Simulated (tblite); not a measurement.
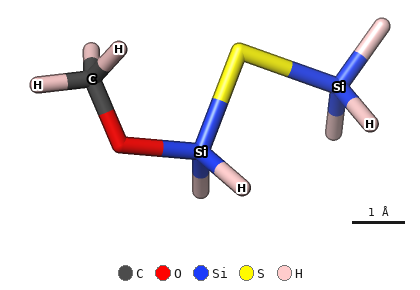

*The structure as given in the input (stick view, seen at a tilt).*

**Geometry relaxation of CH₈OSSi₂**

System: CH₈OSSi₂, SMILES CO[SiH2]S[SiH3].
Method: GFN2-xTB geometry optimisation, dihedral held, gas phase (tblite 0.8.0).

It belongs to a series of runs on one base structure; here: dihedral 3-2-1-0 = 0 deg.

Log:
```
step      E/eV     max force
  0    -464.86270    1.714
  1    -464.95691    0.748
  2    -464.99312    0.532
  3    -465.00531    0.464
  4    -465.01738    0.230
  5    -465.02438    0.205
  6    -465.03228    0.216
  7    -465.03884    0.278
  8    -465.04545    0.202
  9    -465.04954    0.151
 10    -465.05276    0.162
 11    -465.05623    0.171
 12    -465.06122    0.241
 13    -465.06735    0.232
 14    -465.07266    0.188
 15    -465.07629    0.158
 16    -465.07979    0.209
 17    -465.08380    0.221
 18    -465.08742    0.154
 19    -465.08996    0.132
 20    -465.09165    0.138
 21    -465.09303    0.127
 22    -465.09422    0.082
 23    -465.09498    0.067
 24    -465.09539    0.046
 25    -465.09570    0.052
 26    -465.09598    0.043
 27    -465.09613    0.023
 28    -465.09620    0.019
 29    -465.09624    0.022
 30    -465.09630    0.026
 31    -465.09638    0.027
 32    -465.09646    0.018
 33    -465.09649    0.012
 34    -465.09650    0.009
```

Trajectory as extended XYZ (Å, eV, eV/Å), 8 of the 35 frames kept, from step=0 to step=34:
```
13
Properties=species:S:1:pos:R:3:forces:R:3 step=0 energy=-464.86270
C    -2.2990   -0.0444   -0.9679   -1.0220   0.3260  -0.1060
O    -1.8556    0.6958    0.1481    1.6750  -0.3570  -0.0570
Si   -0.2198    0.6786    0.5193   -1.4480   0.6320   0.4990
S     0.7661   -0.5129   -0.9396    0.2590  -0.0600  -0.0130
Si    2.7059   -0.1222   -0.1360    1.0220  -0.0450   0.0980
H    -3.4022    0.0519   -1.0158    0.4410   0.0130   0.1300
H    -1.8972    0.3627   -1.9044    0.0590  -0.2030   0.2260
H    -2.0606   -1.1021   -0.8705    0.1310   0.0380  -0.0910
H    -0.0242    0.0994    1.8663   -0.1360   0.0840  -0.4250
H     0.2873    2.0667    0.4710   -0.2050  -0.3830  -0.0710
H     2.9916    1.3305   -0.2249   -0.1570  -0.4240   0.0500
H     3.7057   -0.8662   -0.9436   -0.5210   0.2130   0.2080
H     2.7708   -0.5785    1.2757   -0.0990   0.1660  -0.4480
13
Properties=species:S:1:pos:R:3:forces:R:3 step=5 energy=-465.02438
C    -2.3233   -0.0412   -0.9734   -0.0980  -0.0450  -0.0170
O    -1.8085    0.6598    0.1274    0.0850   0.0950   0.1230
Si   -0.2499    0.7040    0.5428   -0.0830  -0.0310  -0.1070
S     0.8058   -0.4933   -0.8988    0.0140   0.0010   0.0060
Si    2.7559   -0.1233   -0.1307    0.1380  -0.0050   0.0070
H    -3.4073    0.0710   -0.9905    0.0330   0.0580   0.0850
H    -1.8953    0.3480   -1.8933   -0.0350   0.0130  -0.1590
H    -2.0597   -1.0922   -0.8902   -0.0720  -0.1530  -0.0880
H    -0.0442    0.1010    1.8417   -0.0840  -0.0820   0.1680
H     0.2667    2.0551    0.4610   -0.0570   0.1600  -0.0350
H     2.9831    1.3070   -0.2192    0.0710   0.1440   0.0200
H     3.6804   -0.8694   -0.9499    0.0390  -0.1270  -0.1520
H     2.7651   -0.5670    1.2505    0.0480  -0.0270   0.1490
13
Properties=species:S:1:pos:R:3:forces:R:3 step=10 energy=-465.05276
C    -2.3332   -0.0485   -0.9802   -0.0040   0.0180  -0.0150
O    -1.7980    0.6490    0.1167    0.0140  -0.0580  -0.0320
Si   -0.2493    0.7114    0.5520    0.0670  -0.0430  -0.0350
S     0.8424   -0.4804   -0.8715    0.0540   0.0390   0.0510
Si    2.8145   -0.1223   -0.1224   -0.0950   0.0000  -0.0110
H    -3.4112    0.0973   -0.9539   -0.0390  -0.0380  -0.0540
H    -1.9194    0.3374   -1.9137   -0.0820   0.0150   0.0060
H    -2.0898   -1.1119   -0.9241   -0.0700   0.0550   0.0410
H    -0.0855    0.0892    1.8595   -0.0420   0.0640  -0.0170
H     0.2306    2.0840    0.4474   -0.0640  -0.0380   0.0390
H     3.0067    1.3241   -0.2083    0.1340  -0.0880   0.0240
H     3.6756   -0.9049   -0.9941   -0.0200   0.0510   0.0590
H     2.7855   -0.5650    1.2699    0.1490   0.0240  -0.0570
13
Properties=species:S:1:pos:R:3:forces:R:3 step=15 energy=-465.07629
C    -2.3590   -0.0490   -0.9917   -0.1100  -0.0310  -0.0340
O    -1.7779    0.6226    0.0912   -0.1370   0.0120  -0.0240
Si   -0.2400    0.7032    0.5524   -0.1520   0.0430   0.0000
S     0.8870   -0.4646   -0.8486   -0.0580  -0.0280  -0.0250
Si    2.8541   -0.1212   -0.1141    0.0970   0.0030   0.0210
H    -3.4342    0.1072   -0.9419   -0.1050   0.0600   0.0390
H    -1.9855    0.3369   -1.9410    0.0580  -0.0120   0.0220
H    -2.1559   -1.1181   -0.9398    0.0750  -0.0330  -0.0260
H    -0.1474    0.1078    1.8781    0.0610   0.0250  -0.0260
H     0.1631    2.0987    0.4559    0.0600  -0.0260   0.0370
H     3.1092    1.3105   -0.1858    0.0720   0.0300  -0.0190
H     3.6653   -0.9183   -1.0123    0.0780  -0.0050   0.0030
H     2.8899   -0.5561    1.2750    0.0630  -0.0370   0.0320
13
Properties=species:S:1:pos:R:3:forces:R:3 step=19 energy=-465.08996
C    -2.3989   -0.0562   -1.0052    0.0540   0.0330   0.0470
O    -1.8030    0.6126    0.0743   -0.0610   0.0290   0.0400
Si   -0.2692    0.7037    0.5462   -0.0300   0.0260   0.0310
S     0.9036   -0.4559   -0.8323    0.0560   0.0440   0.0780
Si    2.8885   -0.1205   -0.1066    0.0160  -0.0050  -0.0030
H    -3.4739    0.1220   -0.9323    0.0680  -0.0840  -0.0750
H    -2.0124    0.3336   -1.9501   -0.0810  -0.0380   0.0280
H    -2.1787   -1.1254   -0.9539   -0.0970   0.0600  -0.0410
H    -0.1661    0.1266    1.8803    0.0150  -0.0100  -0.0510
H     0.1407    2.0987    0.4715    0.0230  -0.0150  -0.0140
H     3.1885    1.3050   -0.1783   -0.0070  -0.0070  -0.0290
H     3.6809   -0.9241   -1.0177    0.0510  -0.0050   0.0020
H     2.9688   -0.5602    1.2815   -0.0080  -0.0280  -0.0130
13
Properties=species:S:1:pos:R:3:forces:R:3 step=24 energy=-465.09539
C    -2.4135   -0.0548   -1.0048   -0.0200   0.0050  -0.0280
O    -1.8202    0.6153    0.0741    0.0100  -0.0370  -0.0170
Si   -0.2858    0.7091    0.5482    0.0040   0.0350   0.0220
S     0.9220   -0.4405   -0.8071   -0.0030  -0.0150  -0.0180
Si    2.9160   -0.1214   -0.1027    0.0170   0.0000   0.0050
H    -3.4876    0.1149   -0.9399   -0.0360  -0.0080  -0.0100
H    -2.0386    0.3291   -1.9548    0.0060   0.0300   0.0070
H    -2.2072   -1.1252   -0.9663    0.0110   0.0010   0.0450
H    -0.1756    0.1291    1.8769   -0.0090  -0.0270   0.0160
H     0.1317    2.1000    0.4738    0.0010   0.0280  -0.0150
H     3.2249    1.3011   -0.1807   -0.0030   0.0070  -0.0180
H     3.6979   -0.9289   -1.0211    0.0260   0.0020   0.0080
H     3.0048   -0.5682    1.2818   -0.0040  -0.0210   0.0040
13
Properties=species:S:1:pos:R:3:forces:R:3 step=29 energy=-465.09624
C    -2.4181   -0.0548   -1.0064    0.0020   0.0080   0.0020
O    -1.8209    0.6142    0.0715   -0.0010  -0.0010   0.0190
Si   -0.2878    0.7126    0.5513    0.0050   0.0020  -0.0210
S     0.9250   -0.4380   -0.8044   -0.0040   0.0020   0.0040
Si    2.9214   -0.1220   -0.1020    0.0010  -0.0020  -0.0010
H    -3.4939    0.1116   -0.9436    0.0040   0.0090   0.0110
H    -2.0423    0.3327   -1.9544   -0.0010  -0.0030  -0.0060
H    -2.2099   -1.1243   -0.9613    0.0090  -0.0050  -0.0020
H    -0.1788    0.1245    1.8780   -0.0130  -0.0010  -0.0070
H     0.1306    2.1043    0.4712   -0.0130  -0.0030  -0.0010
H     3.2286    1.3011   -0.1851   -0.0010  -0.0050  -0.0050
H     3.7065   -0.9287   -1.0192    0.0130   0.0060   0.0110
H     3.0085   -0.5737    1.2816    0.0000  -0.0060  -0.0060
13
Properties=species:S:1:pos:R:3:forces:R:3 step=34 energy=-465.09650
C    -2.4189   -0.0541   -1.0051    0.0000   0.0030  -0.0020
O    -1.8216    0.6154    0.0721   -0.0020  -0.0020   0.0000
Si   -0.2882    0.7131    0.5495    0.0010   0.0040  -0.0020
S     0.9265   -0.4367   -0.8044    0.0040  -0.0060  -0.0050
Si    2.9237   -0.1229   -0.1020    0.0010  -0.0010  -0.0010
H    -3.4942    0.1135   -0.9402   -0.0020  -0.0060   0.0040
H    -2.0450    0.3325   -1.9544    0.0020   0.0010   0.0020
H    -2.2085   -1.1236   -0.9596   -0.0050   0.0030  -0.0030
H    -0.1859    0.1225    1.8754    0.0010   0.0020  -0.0010
H     0.1245    2.1061    0.4697    0.0000   0.0030   0.0010
H     3.2301    1.3000   -0.1888   -0.0010  -0.0020   0.0040
H     3.7159   -0.9272   -1.0151    0.0030   0.0000   0.0010
H     3.0103   -0.5787    1.2802   -0.0020   0.0020  -0.0010
```

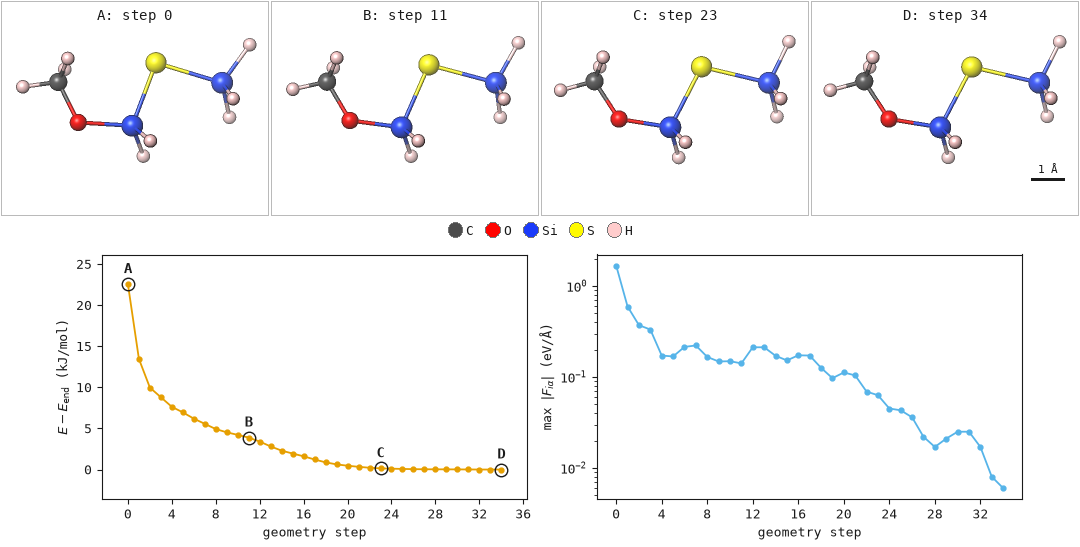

*Frames of the relaxation (ball-and-stick view, seen at a tilt) above the curves, on which the letters mark them (steps are counted from 0).*

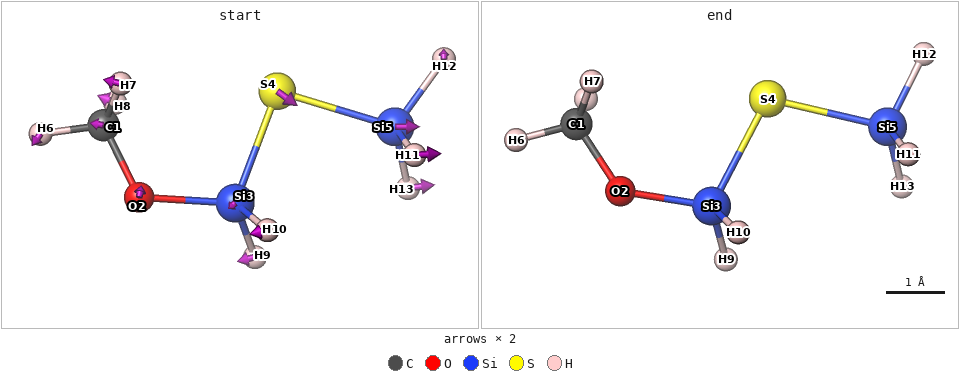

*Before (left) and after (right) the relaxation, at one scale (ball-and-stick view, seen at a tilt). The pink arrows give the displacements, magnified 2 times.*

The largest moves after the best rigid fit, 0.24 Å, are those of H11 and H13. By element the largest moves are H 0.24 Å, S 0.22 Å, Si 0.22 Å, C 0.13 Å, O 0.12 Å. Among the contacts that change: O2–Si3 1.677 → 1.609 Å, Si5–H12 1.485 → 1.452 Å, Si5–H13 1.485 → 1.458 Å, Si3–S4 2.126 → 2.152 Å. Among the angles that change: C1–O2–Si3 118.4° → 131.5°, Si3–S4–Si5 93.5° → 104.0°, S4–Si5–H12 108.4° → 102.8°. After 34 geometry steps the energy has fallen by 22.6 kJ/mol. The largest force component goes from 1.7 to 0.006 eV/Å. (Atoms are counted from 1 in the order of the input.)

The run was set up as follows.

Input file:
```
{"job": {"kind": "relax", "xc": "GFN2-xTB", "basis": "xTB"}, "charge": 0, "multiplicity": 1}
C     -2.299000    -0.044400    -0.967900
O     -1.855600     0.695800     0.148100
Si    -0.219800     0.678600     0.519300
S      0.766100    -0.512900    -0.939600
Si     2.705900    -0.122200    -0.136000
H     -3.402200     0.051900    -1.015800
H     -1.897200     0.362700    -1.904400
H     -2.060600    -1.102100    -0.870500
H     -0.024200     0.099400     1.866300
H      0.287300     2.066700     0.471000
H      2.991600     1.330500    -0.224900
H      3.705700    -0.866200    -0.943600
H      2.770800    -0.578500     1.275700
```

The first line tells a small driver script what to run in tblite; the rest is the geometry in Å.

Launched with:
```bash
OMP_NUM_THREADS=1 python <driver script> task.json out
```

Summary:

- outcome: converged
- total energy: −465.0965 eV
- hardware: 1 CPU thread, shared host
- peak memory: 0.18 GiB
